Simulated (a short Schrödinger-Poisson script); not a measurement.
Structure: symmetric double-gate stack, Si3N4 on p-type Si(100), at 300 K.

```csv
layer,material,thickness (nm),Na (cm⁻³)
1,Si3N4,1.9,-
2,Si,8,5e16
3,Si3N4,1.9,-
```

The device is made up for the run: typed textbook-type constants, with dimensions and the other settings drawn at random. Si3N4: permittivity 7.5, conduction-band edge (eV) 1.95, gap (eV) 5.1, electron mass (mₑ) 0.5. Si: permittivity 11.7, conduction-band edge (eV) 0, gap (eV) 1.124, Nv at 300 K (cm⁻³) 3.1e19.

Channel valleys (confinement mass, in-plane density-of-states mass, number): Δ2 0.916, 0.19, 2; Δ4 0.19, 0.417, 4. At the gates, both at one voltage, the conduction-band edge of layer 1 lies 2.42 eV − eVg above the Fermi level of the channel. Gaps are held at their typed values at every temperature. Mesh 0.03 nm at interfaces.

Solved with a short Schrödinger-Poisson script written for these runs: 1D Poisson equation in equilibrium, electrons quantum, Hartree (BenDaniel-Duke, 12 states a valley, the channel's in-plane mass for all, wave functions free to enter the dielectric), parabolic valleys, classical holes, full ionisation, no traps, pinning or gate leakage.

Only gate voltages with over 1e8 electrons/cm² are shown.

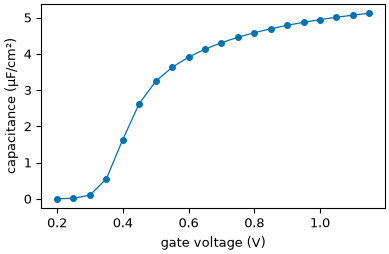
Fig. 1. Quasi-static capacitance against gate voltage

```csv
Vg (V),electrons (cm⁻²),C (μF/cm²),Δ2 E0 (meV),Δ2 E1 (meV),Δ4 E0 (meV),Δ4 E1 (meV)
0.2,3.56e8,< 0.003,277.5,295.7,295.7,368.6
0.3,1.66e10,0.102,178.2,196.3,196.3,269.2
0.4,4.29e11,1.64,94.4,111.0,112.3,183.5
0.5,2.02e12,3.24,54.8,66.8,72.5,138.0
0.6,4.28e12,3.91,34.9,42.3,54.0,112.9
0.7,6.85e12,4.31,20.9,25.0,43.0,95.9
0.8,9.63e12,4.58,9.1,11.5,35.4,83.1
0.9,1.26e13,4.79,-1.3,0.1,29.6,73.0
1,1.56e13,4.94,-10.7,-9.9,24.9,64.6
1.1,1.87e13,5.07,-19.4,-18.8,20.9,57.3
```

Subbands count from the Fermi level. The capacitance is that of both gates.
